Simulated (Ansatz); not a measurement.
# What Sr2Rh (Fm-3m) distorts into, part 2 of 2

Wanted: the energy along a soft mode of Sr2Rh (Fm-3m) and the structure at the end.

Ansatz 0.2.0; DFT PBEsol, scalar-relativistic, plane waves, PAW; PAW set soft_1.

So far, highest frequency on the path or at a solved wavevector (cm⁻¹): step 2 (the dispersion) 150. Also lowest frequency on the path (cm⁻¹): step 2 -29.2.

**6. Relaxing from the distorted cell**

Starting from the lowest point found, all atoms and the cell are let go, so that strain and other modes of the same symmetry can join in.

The input, input.yaml:

```yaml
crystal:
  lattice:
    - [0.0, -3.5971824176, -3.5971824176]
    - [0.0, 3.5971824176, -3.5971824176]
    - [7.1943648352, 0.0, 0.0]
  atoms:
    - { symbol: Sr, position: [0.0, 0.5, 0.2055207433] }
    - { symbol: Sr, position: [0.5, 0.0, 0.7944792567] }
    - { symbol: Sr, position: [0.0, 0.5, 0.7055207433] }
    - { symbol: Sr, position: [0.5, 0.0, 0.2944792567] }
    - { symbol: Rh, position: [0.5, 0.5, 0.5] }
    - { symbol: Rh, position: [0.0, 0.0, 0.0] }
kpoints:
  mp_grid: { grid: [8, 8, 6] }
hamiltonian:
  xc: pbesol
  pseudopotentials: { kind: paw, azcp: { folder: soft_1 }, xc_functional: pbe }
scf:
  occupations: { method: methfessel_paxton, width: 0.2 }
output:
  forces: true
  stress: true
  eigenvalues: true
relax:
  adjacent_minimum: "off"
  f_tol: 0.002
  max_steps: 120
  cell: { stress_tol: 0.03 }
```

Run with:

```sh
> ansatz run input.yaml --threads 4 --pin off --max-ram 10240MiB --backend cpu --events-out ev --progress --plain --runs-dir out
```

Numbers of over 12 decimals in the logs are rounded to 6 here.

What it wrote:

```text
[...]
Crystal: 6 atoms, lattice volume = 186.186 Å³
Basis set: ecut = 420 eV, 3609 PW (Γ), exchange–correlation on 72×72×100 points (8 copies of the dense FFT grid, shifted against one another)
Bands: 45, of which v1, the nominal top of the filled ones, is band 37 counted from 1 (36 counted from 0)
Symmetry: 16 space group operations
[...]
k-points: 60 of 384
[...]
SCF iter   1: F=—  HF=-26662.728897 eV  |F-HF|=—  |Δ(HF+E_count)|=         —  Δρ=2.32e-1  dr2=1.98e2  ethr=3.10e-3  ⟨swp⟩=11.3  Hψ=14406  notcnv=0
[...]
SCF iter  10: F=-26646.882461 eV  HF=-26646.882461 eV  |F-HF|=6.26e-9  |Δ(HF+E_count)|=   1.04e-7  S|Δr|=    0.00e0  Δρ=2.93e-6  dr2=2.00e-8  ethr=1.35e-10  ⟨swp⟩=14.9  Hψ=16502  notcnv=0
SCF 1 converged in 10 iterations: F = -26646.882461 eV  dr2 = 2.00e-8
[...]
relax step   1: F+E_penalty+E_count = -26646.88246076 eV  Δ(F+E_penalty+E_count) = +0.000e0 eV  max|allowed force component| = 6.901e-3 eV/Å  Δτ_max = 0.0000 Å  P = +0.294 GPa  Ω = 186.186 Å³  (10 SCF iters, dr2 threshold 1.00e-7 eV, accepted)
Crystal: 6 atoms, lattice volume = 187.780 Å³
Basis set: ecut = 420 eV, 3653 PW (Γ), exchange–correlation on 72×72×100 points (8 copies of the dense FFT grid, shifted against one another)
[...]
iter 1 solved again at ethr=1.07e-5 eV; its pass at ethr=3.10e-3 eV (dr2=7.89e-3 eV) is discarded
[...]
SCF iter   6: F=-26646.891616 eV  HF=-26646.891616 eV  |F-HF|=7.74e-8  |Δ(HF+E_count)|=   2.15e-7  S|Δr|=    0.00e0  Δρ=5.47e-6  dr2=1.24e-7  ethr=8.11e-10  ⟨swp⟩=8.4  Hψ=12659  notcnv=0
the search or the solves at the SCF's close seem to have found levels that the self-consistency loop had missed (the run counts 1). By its estimate they hold under 1e-12 electrons; where the run keeps them, the occupations were computed again with them
SCF 2 converged in 6 iterations: F = -26646.891616 eV  dr2 = 1.24e-7
relax step   2: F+E_penalty+E_count = -26646.89161596 eV  Δ(F+E_penalty+E_count) = -9.155e-3 eV  max|allowed force component| = 2.851e-2 eV/Å  Δτ_max = 0.0050 Å  P = -0.002 GPa  Ω = 187.780 Å³  energy of the carried Pulay correction = -9.263e-5 eV  (6 SCF iters, dr2 threshold 6.00e-7 eV, accepted)
Crystal: 6 atoms, lattice volume = 187.786 Å³
Basis set: ecut = 420 eV, 3645 PW (Γ), exchange–correlation on 72×72×100 points (8 copies of the dense FFT grid, shifted against one another)
[...]
SCF iter   5: F=-26646.893048 eV  HF=-26646.893048 eV  |F-HF|=2.69e-10  |Δ(HF+E_count)|=   1.50e-7  S|Δr|=    0.00e0  Δρ=3.07e-6  dr2=2.22e-8  ethr=1.90e-10  ⟨swp⟩=8.2  Hψ=11986  notcnv=0
SCF 3 converged in 5 iterations: F = -26646.893048 eV  dr2 = 2.22e-8
relax step   3: F+E_penalty+E_count = -26646.89304769 eV  Δ(F+E_penalty+E_count) = -1.432e-3 eV  max|allowed force component| = 1.851e-2 eV/Å  Δτ_max = 0.0079 Å  P = +0.011 GPa  Ω = 187.786 Å³  energy of the carried Pulay correction = -9.301e-5 eV  (5 SCF iters, dr2 threshold 1.41e-7 eV, accepted)
[...]
relax step   4: F+E_penalty+E_count = -26646.89477224 eV  Δ(F+E_penalty+E_count) = -1.725e-3 eV  max|allowed force component| = 2.074e-5 eV/Å  Δτ_max = 0.0418 Å  P = +0.040 GPa  Ω = 188.174 Å³  energy of the carried Pulay correction = -1.154e-4 eV  (7 SCF iters, dr2 threshold 2.14e-8 eV, accepted)
[...]
relax step   5: F+E_penalty+E_count = -26646.89478828 eV  Δ(F+E_penalty+E_count) = -1.605e-5 eV  max|allowed force component| = 1.068e-4 eV/Å  Δτ_max = 0.0015 Å  P = -0.000 GPa  Ω = 188.416 Å³  energy of the carried Pulay correction = -1.294e-4 eV  (6 SCF iters, dr2 threshold 4.26e-9 eV, accepted)
[...]
SCF iter   1: F=—  HF=-26646.891627 eV  |F-HF|=—  |Δ(HF+E_count)|=         —  Δρ=8.72e-4  dr2=4.42e-5  ethr=9.02e-6  ⟨swp⟩=3.1  Hψ=20734  notcnv=0
eigensolver tolerance schedule: the retry pair's looser diagonalisation over-reported the residual by 150.03 of it (diagonalisation noise at 0.78 of the residual, at the tolerance the schedule requests for it); recorded, not acted on — ethr = c·dr2/N_el stays at c = 1.0e-1
[...]
SCF iter   2: F=—  HF=-26646.894627 eV  |F-HF|=—  |Δ(HF+E_count)|=   3.00e-3  S|Δr|=    0.00e0  Δρ=4.41e-4  dr2=9.14e-6  ethr=5.97e-8  ⟨swp⟩=2.4  Hψ=4580  notcnv=0
[...]
SCF iter   9: F=-26646.894904 eV  HF=-26646.894904 eV  |F-HF|=0.00e0  |Δ(HF+E_count)|=  3.64e-12  S|Δr|=    0.00e0  Δρ=2.24e-8  dr2=2.43e-12  ethr=1.00e-12  ⟨swp⟩=8.0  Hψ=14891  notcnv=0
SCF 6 converged in 9 iterations: F = -26646.894904 eV  dr2 = 2.43e-12
relax step   6: F+E_penalty+E_count = -26646.89490394 eV  Δ(F+E_penalty+E_count) = -1.157e-4 eV  max|allowed force component| = 1.276e-4 eV/Å  Δτ_max = 0.0000 Å  P = -0.001 GPa  Ω = 188.416 Å³  stress off target by 1.70e-3 GPa  SCF on the basis re-selected at this cell (its energy is not comparable with the rows above)  (9 SCF iters)
basis re-selected at this cell: Δ(F+E_penalty+E_count) = -1.157e-4 eV, ΔP = -0.000 GPa vs the last step (what re-selecting the basis moved, of the pressure what is left beyond the Pulay correction that the steps carried, after the strain that the cell walked since its last selection, with what the two solves' SCF thresholds leave and, on support functions, any second-order correction that the steps lacked; it is no m [...]
SCF converged after 9 iterations
[...]
Free energy (F): -26646.894904 eV
[...]
Internal energy: -26646.881352 eV  (E = F + TS)
E sigma→0 (E₀):  -26646.891516 eV
Entropy (-TS):   -0.013552 eV (-2.259 meV/atom)
Fermi energy:    8.781704 eV
[...]
--- Forces (eV/Å), atoms counted from 1 ---
  atom   1  Sr    -0.00012758     0.00000000    -0.00000000
  atom   2  Sr     0.00012758    -0.00000000    -0.00000000
  atom   3  Sr    -0.00012758     0.00000000     0.00000000
  atom   4  Sr     0.00012758    -0.00000000     0.00000000
  atom   5  Rh     0.00000000     0.00000000    -0.00000000
  atom   6  Rh     0.00000000     0.00000000     0.00000000
  max |Σ_I F_I| component: 2.78e-17 eV/Å
--- Stress (GPa, compression-positive) ---
       -0.001704      -0.000000       0.000000
       -0.000000      -0.000014      -0.000000
        0.000000       0.000000      -0.000014
  P = ⅓ Tr σ = -0.0006 GPa (-0.006 kbar)
--- Band table (eV; the first three rows and the last of 60) ---
  k-point 0: bands = [... 33 lower, 7.6691, 7.6691, 7.6714, 7.9386, 9.5597, 9.7022, 9.7022, 10.2133, ... 4 higher]
  k-point 1: bands = [... 33 lower, 7.5909, 7.6593, 7.6593, 8.3227, 9.4135, 9.8059, 9.8059, 10.3999, ... 4 higher]
  k-point 2: bands = [... 33 lower, 7.5960, 7.6383, 7.6383, 8.6195, 9.1158, 10.0996, 10.0996, 10.8392, ... 4 higher]
  k-point 59: bands = [... 33 lower, 7.4677, 7.8653, 7.8653, 9.3386, 9.3386, 9.3386, 9.3386, 10.1833, ... 4 higher]
--- Relaxed structure (5 steps of the walk, 5 accepted, 1 SCFs on fresh bases) ---
  F+E_penalty+E_count = -26646.89490394 eV   max|allowed force component| = 1.276e-4 eV/Å   (the final SCF, on the basis selected at the relaxed cell)
  cell:  # Å, volume = 188.4164 Å³
    - [0, -3.582611, -3.582611]
    - [0, 3.582611, -3.582611]
    - [7.339889, 0, 0.0]
  atoms:
    - { symbol: Sr, position: [0.0, 0.5, 0.199102] }
    - { symbol: Sr, position: [0.5, 0.0, 0.800898] }
    - { symbol: Sr, position: [0.0, 0.5, 0.699102] }
    - { symbol: Sr, position: [0.5, 0.0, 0.300898] }
    - { symbol: Rh, position: [0.5, 0.5, 0.5] }
    - { symbol: Rh, position: [0, 0, 0] }
```

It took 41 s on 4 threads of Arm Neoverse V2, shared host; peak memory 0.74 GiB; 2.7 min of CPU time.

Step by step:

```csv
step,energy less that of the first step (eV),largest force component (eV/Å),pressure (GPa),volume (Å³)
1,0.0000,0.0069,0.29,186.19
2,-0.0092,0.0285,0.00,187.78
3,-0.0106,0.0185,0.01,187.79
4,-0.0123,0.0000,0.04,188.17
5,-0.0123,0.0001,0.00,188.42
6*,-0.0124,0.0001,0.00,188.42
```

Relaxation steps marked * repeat the geometry before them on a plane-wave basis chosen anew for their cell, so energy and pressure can jump there.

Forces are held to the 16 operations that the run works with; a distortion that breaks them can't arise in this run.

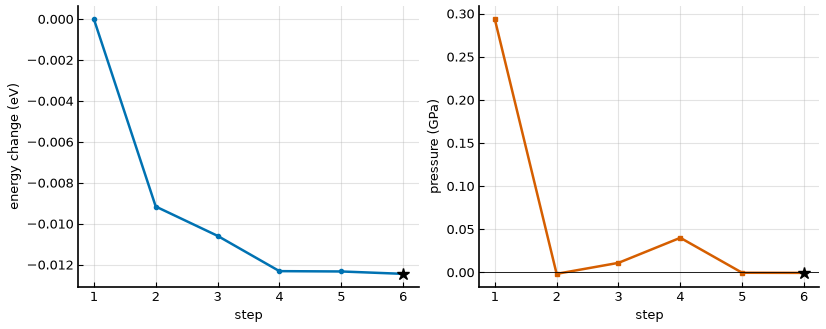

Energy and pressure along the relaxation. Stars mark steps on a basis chosen anew.

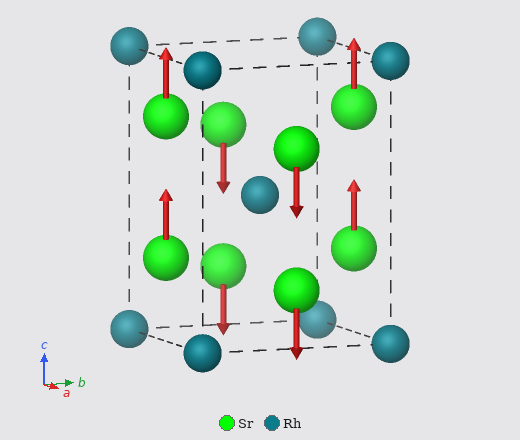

Displacements in the relaxation, exaggerated, measured against the changing cell; the longest in the cell stands for 0.05 Å. Some periodic images of atoms are drawn too.

```csv
"conventional cell, symmetrised",before,after,change
a (Å),5.087,5.067,-0.4 %
b (Å),5.087,5.067,-0.4 %
c (Å),7.194,7.340,+2.0 %
volume (Å³/atom),31.03,31.40,+1.2 %
```

The atoms that moved most (Å, as changes of fractional coordinates times the final cell):

```csv
atom,dx,dy,dz,length
Sr4,0.047,0.000,0.000,0.047
Sr1,-0.047,0.000,0.000,0.047
Sr3,-0.047,0.000,0.000,0.047
Sr2,0.047,0.000,0.000,0.047
```

The relaxed structure:

```cif
data_structure
_symmetry_space_group_name_H-M 'P 1'
_symmetry_Int_Tables_number 1
_cell_length_a 5.0666
_cell_length_b 5.0666
_cell_length_c 7.3399
_cell_angle_alpha 90.000
_cell_angle_beta 90.000
_cell_angle_gamma 90.000
_cell_volume 188.42
loop_
_atom_site_label
_atom_site_type_symbol
_atom_site_fract_x
_atom_site_fract_y
_atom_site_fract_z
_atom_site_occupancy
Sr1 Sr 0.00000 0.50000 0.19910 1
Sr2 Sr 0.50000 0.00000 0.80090 1
Sr3 Sr 0.00000 0.50000 0.69910 1
Sr4 Sr 0.50000 0.00000 0.30090 1
Rh5 Rh 0.50000 0.50000 0.50000 1
Rh6 Rh 0.00000 0.00000 0.00000 1
```

This step gave:

| Item | Value |
| --- | --- |
| pressure | -5.77e-4 GPa |
| volume per atom | 31.40 Å³ |

The distorted start has space group P4_2/nmc; the relaxation ends in P4_2/nmc.

**7. The new phase in its own primitive cell**

The relaxed structure is symmetrised, reduced to its primitive cell and relaxed tightly, as its phonons need.

input.yaml, the sections that differ from step 6:

```yaml
crystal:
  lattice:
    - [5.0665770613, 0.0, 0.0]
    - [0.0, 5.0665770613, 0.0]
    - [0.0, 0.0, 7.3398889929]
  atoms:
    - { symbol: Sr, position: [0.0, 0.5, 0.199101851] }
    - { symbol: Sr, position: [0.5, 0.0, 0.800898149] }
    - { symbol: Sr, position: [0.0, 0.5, 0.699101851] }
    - { symbol: Sr, position: [0.5, 0.0, 0.300898149] }
    - { symbol: Rh, position: [0.5, 0.5, 0.5] }
    - { symbol: Rh, position: [0.0, 0.0, 0.0] }
relax:
  adjacent_minimum: "off"
  f_tol: 0.001
  max_steps: 60
  cell: { stress_tol: 0.01 }
# kpoints, hamiltonian, scf, output: as in step 6
```

What it wrote:

```text
[...]
Crystal: 6 atoms, lattice volume = 188.416 Å³
Basis set: ecut = 420 eV, 3661 PW (Γ), exchange–correlation on 72×72×100 points (8 copies of the dense FFT grid, shifted against one another)
Bands: 45, of which v1, the nominal top of the filled ones, is band 37 counted from 1 (36 counted from 0)
Symmetry: 16 space group operations
[...]
k-points: 60 of 384
[...]
cell:  # Å, volume = 188.4164 Å³
    - [5.0665770613, 0.0, 0.0]
    - [0.0, 5.0665770613, 0.0]
    - [0.0, 0.0, 7.3398889929]
  atoms:
    - { symbol: Sr, position: [0.0, 0.5, 0.199101851] }
    - { symbol: Sr, position: [0.5, 0.0, 0.800898149] }
    - { symbol: Sr, position: [0.0, 0.5, 0.699102] }
    - { symbol: Sr, position: [0.5, 0.0, 0.300898149] }
    - { symbol: Rh, position: [0.5, 0.5, 0.5] }
    - { symbol: Rh, position: [0.0, 0.0, 0.0] }
[key lines of the parts left out:]
SCF converged after 8 iterations
Free energy (F): -26646.894904 eV
Fermi energy:    8.781704 eV
P = ⅓ Tr σ = -0.0006 GPa (-0.006 kbar)
```

It took 17 s on 4 threads; peak memory 0.73 GiB; 68 s of CPU time.

Little changed from the start: no atom moved by 0.005 Å and no cell edge by 0.1 %.

This step gave:

```
pressure : -5.78e-4 GPa
```

The largest force component left is 0.13 meV/Å and the pressure is -0.001 GPa, within the tolerances set. The cell now holds 31.40 Å³/atom.

**8. Modes of the new phase, k-mesh 8×8×6**

A relaxed structure may still be a saddle point, so its zone-centre modes are computed. No field response is asked, since the mesh shows no gap.

input.yaml, as its differences from that of step 7:

```diff
@@ -20,9 +20,4 @@
 output:
-  forces: true
-  stress: true
   eigenvalues: true
-relax:
-  adjacent_minimum: "off"
-  f_tol: 0.001
-  max_steps: 60
-  cell: { stress_tol: 0.01 }
+phonons:
+  method: dfpt
```

What it wrote:

```text
zone centre: on kpoints.mp_grid the ground state, and the responses unless they are solved on pairs of k-points, stand on 100 of the mesh's 384 k-points, reduced under 4 symmetry operations, with k and −k counted as one. Each operation leaves every solved displacement unchanged or reverses it
[...]
Crystal: 6 atoms, lattice volume = 188.416 Å³
Basis set: ecut = 420 eV, 3661 PW (Γ), exchange–correlation on 72×72×100 points (8 copies of the dense FFT grid, shifted against one another)
Bands: 45, of which v1, the nominal top of the filled ones, is band 37 counted from 1 (36 counted from 0)
Symmetry: 16 space group operations
k-points: 100 of 384 (irreducible under 4 space group operations, time reversal used)
[...]
SCF iter   1: F=—  HF=-26662.613940 eV  |F-HF|=—  |Δ(HF+E_count)|=         —  Δρ=2.31e-1  dr2=1.98e2  ethr=3.10e-3  ⟨swp⟩=11.6  Hψ=24217  notcnv=0
[...]
SCF iter  13: F=-26646.894904 eV  HF=-26646.894904 eV  |F-HF|=0.00e0  |Δ(HF+E_count)|=  2.18e-11  S|Δr|=    0.00e0  Δρ=5.55e-8  dr2=4.40e-12  ethr=1.00e-12  ⟨swp⟩=17.4  Hψ=32017  notcnv=0
SCF 1 converged in 13 iterations: F = -26646.894904 eV  dr2 = 4.40e-12
[...]
DFPT response loops at Γ: preconditioner auto → Kerker (q_TF=auto, 2.335 Å⁻¹) (partly filled bands, converged f_vac=0.000); β = 1.00, the filter's whole step (`scf.mixing.beta` (0.50) is not read by the response loops under this deck's `scf.mixing.preconditioner`; to damp them name `kerker` or `kerker_dos`, under which they read `scf.mixing.beta`, and type it under 1.00, their step now; both keys bind the ground state too); Broyden in place of MSR1
SCF converged after 13 iterations
[...]
Free energy (F): -26646.894904 eV
[...]
Internal energy: -26646.881352 eV  (E = F + TS)
E sigma→0 (E₀):  -26646.891516 eV
Entropy (-TS):   -0.013552 eV (-2.259 meV/atom)
Fermi energy:    8.781704 eV
Step filling:    the computed levels leave a gap of 0.0000 eV = 0.0 smearing widths at the electron count; against every level under it full and every level over it empty, smearing changes F+E_penalty+E_count by -4.557 meV and its σ→0 estimate by -1.169 meV
[...]
--- Band table (eV; the first three rows and the last of 100) ---
  k-point 0: bands = [... 33 lower, 7.6691, 7.6691, 7.6714, 7.9386, 9.5597, 9.7022, 9.7022, 10.2133, ... 4 higher]
  k-point 1: bands = [... 33 lower, 7.5909, 7.6593, 7.6593, 8.3227, 9.4135, 9.8059, 9.8059, 10.3999, ... 4 higher]
  k-point 2: bands = [... 33 lower, 7.5960, 7.6383, 7.6383, 8.6195, 9.1158, 10.0996, 10.0996, 10.8392, ... 4 higher]
  k-point 99: bands = [... 33 lower, 7.4677, 7.8653, 7.8653, 9.3386, 9.3386, 9.3386, 9.3386, 10.1833, ... 4 higher]
--- Phonons (Γ-DFPT): 5 representative perturbations + reference, on 100 of 384 k-points (Σ response iterations 16) ---
  k mesh reduced under 4 symmetry operations, with k and −k counted as one. Each operation leaves every solved displacement unchanged or reverses it
  ASR residual: 7.828e-5 → 0.000e0 eV/Å²; symmetrization residual: 1.512e-5 eV/Å²
  ASR residual per site (eV/Å²): 3.52e-5 3.52e-5 3.52e-5 3.52e-5 7.83e-5 7.83e-5
  Γ frequencies (cm⁻¹): 0.00 0.00 0.00 37.45 37.45 46.14 74.96 74.96 89.82 90.90 108.33 108.33 112.48 112.48 126.75 141.02 141.02 141.61
  non-analytic LO–TO correction: not included (Born effective charges unavailable; polar crystals: no LO–TO splitting at Γ)
```

The job ended after 1.9 min (4 threads; peak memory 2.5 GiB; 7.5 min of CPU time).

Numbers from this step:

```
sum-rule residual before enforcement                    : 7.83e-5 eV/Å²
point group                                             : 4/mmm
highest optical mode at the zone centre (no LO-TO term) : 141.6 cm⁻¹
lowest optical zone-centre mode                         : 37.45 cm⁻¹
```

Patterns of degenerate modes are one choice out of their space. The modes at Γ (shares of kinetic energy by element, %):

```csv
mode,frequency (cm⁻¹),symmetry,Sr %,Rh %
1,0.0,acoustic,63,37
2,0.0,acoustic,63,37
3,0.0,acoustic,63,37
4,37.5,Eu,92,8
5,37.5,Eu,92,8
6,46.1,A1g,100,0
7,75.0,Eg,6,94
8,75.0,Eg,6,94
9,89.8,A2u,37,63
10,90.9,B1g,7,93
11,108.3,Eg,99,1
12,108.3,Eg,99,1
13,112.5,Eu,45,55
14,112.5,Eu,45,55
15,126.8,B1g,93,7
16,141.0,Eg,95,5
17,141.0,Eg,95,5
18,141.6,B2u,100,0
```

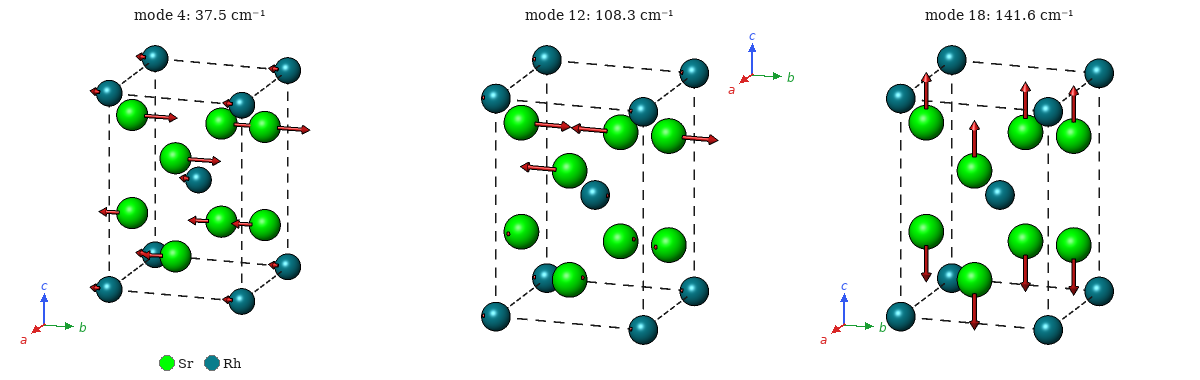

Displacement patterns of modes 4, 12 and 18 at Γ; arrows are exaggerated. Some periodic images of atoms are drawn too.

Before it was imposed, the acoustic sum rule was missed by 7.8e-5 eV/Å². Small misses are needed for a sound result but don't prove that mesh and cutoff are converged. The lowest optical mode is real, 37.5 cm⁻¹.

**9. The phases reached**

The phases reached along the modes that were followed are set side by side.

Energies are those of the first relaxation, on the mesh of the frozen mode; space group, volume and gap are those of the last relaxation. Phases, by row:

```csv
mode frozen in,space group,energy from parent (meV/atom),volume (Å³/atom),gap on mesh (eV),lowest zone-centre optical mode (cm⁻¹),largest shift (Å)
parent,Fm-3m,0,31.03,0,–,–
"q = (0, -0.5, -0.5), 29i cm⁻¹",P4_2/nmc,-6.72,31.4,0,37.5,0.374
```

**10. Results**

| Quantity | Value |
| --- | --- |
| unstable mode of the parent | q = (0, -0.5, -0.5), 29i cm⁻¹ |
| depth at the lowest point sampled | 4.48 meV/atom |
| largest atomic shift at that point | 0.32 Å |
| space group reached (within 0.01 Å) | P4_2/nmc |
| energy gained over the parent (first relaxation, on the mesh of the frozen mode) | 6.72 meV/atom |
| volume per atom, phase reached | 31.4 Å³ |
| lowest optical zone-centre mode, phase reached | 37.5 cm⁻¹ |
| highest optical mode at the zone centre (no LO-TO term), phase reached | 142 cm⁻¹ |

What this shows: Along this mode the structure falls into P4_2/nmc, 6.72 meV/atom below the parent. At the parent's cell the well is 4.482 meV/atom deep on the steps tried, with its lowest point at a shift of 0.32 Å. Relaxing atoms and cell changes the gain by +2.23 meV/atom against the lowest step (energies at zero smearing). The new phase has no imaginary mode at the zone centre of its cell; other wavevectors were not checked. Each path keeps the symmetry of its pattern, so a lower phase may lie along a pattern not tried. With no gap, or one that is small against the smearing, the frequencies hang on the k mesh and the smearing, most of all near Kohn anomalies. The phonon runs are without spin polarisation, although the cell has an odd electron count. The PAW files were made for PBE and serve the other functionals too.

[Logs are printed without paths, hosts, clocks, repeated set-up lines and the standing remarks that a program may print on its own settings, such as how far it seeks lower states.]

[Hosts, paths, dates, database ids (printed as entryN), source tags and the programs' standing remarks are cut or masked in the printed files.]
